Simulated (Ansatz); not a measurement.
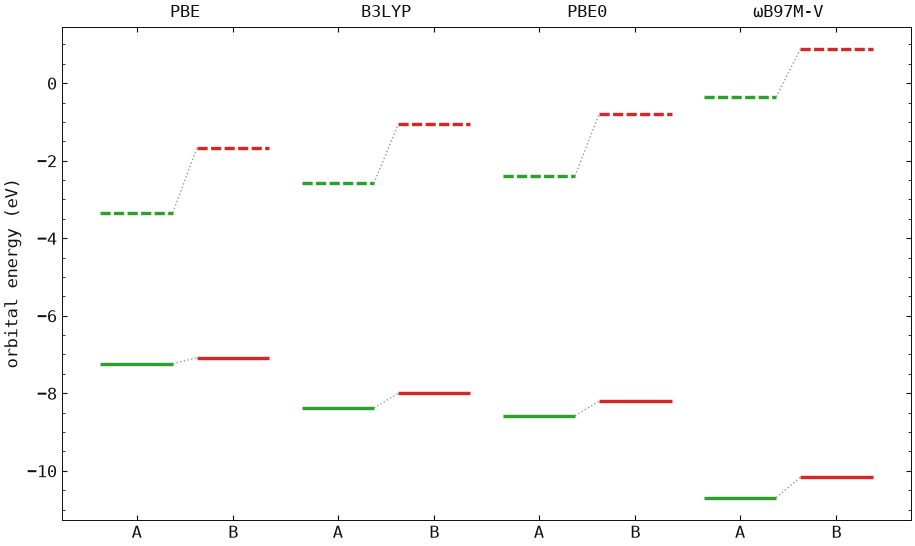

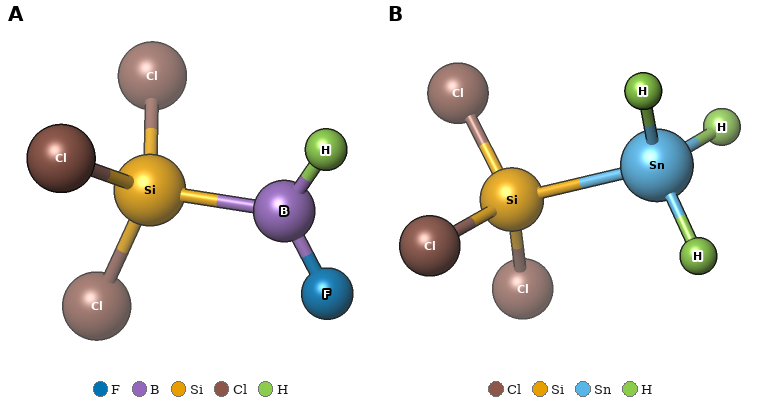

One change: A, BSiHCl₃F (SMILES FB[Si](Cl)(Cl)Cl), becomes B, SnSiH₃Cl₃ (SMILES Cl[Si](Cl)(Cl)[SnH3]). BHF (bound through B) on Si is replaced by SnH₃. HOMO (solid) and LUMO (dashed) computed in def2-TZVPP at PBE0-D4/def2-TZVP geometries, both minima by their frequencies, gas phase, the Ansatz code 0.2.0. Empty levels above zero depend strongly on the basis.

What does the change do to HOMO and LUMO?

Answer. PBE: the HOMO rises by 0.15 eV, the LUMO rises by 1.68 eV, and the separation goes from 3.90 to 5.42 eV. B3LYP: the HOMO rises by 0.37 eV, the LUMO rises by 1.52 eV, and the separation goes from 5.80 to 6.94 eV. PBE0: the HOMO rises by 0.37 eV, the LUMO rises by 1.60 eV, and the separation goes from 6.18 to 7.42 eV. ωB97M-V: the HOMO rises by 0.52 eV, the LUMO rises by 1.23 eV, and the separation goes from 10.33 to 11.05 eV.

Do the functionals agree on the effect?

Answer. They agree on the direction for both levels; the HOMO shift lies between 0.15 and 0.52 eV and the LUMO shift between 1.23 and 1.68 eV, while the separations themselves differ by up to 6.4 eV between functionals.

Known limits of this run: core potentials past krypton; spin-orbit coupling is left out, and with Sn it can shift these values.
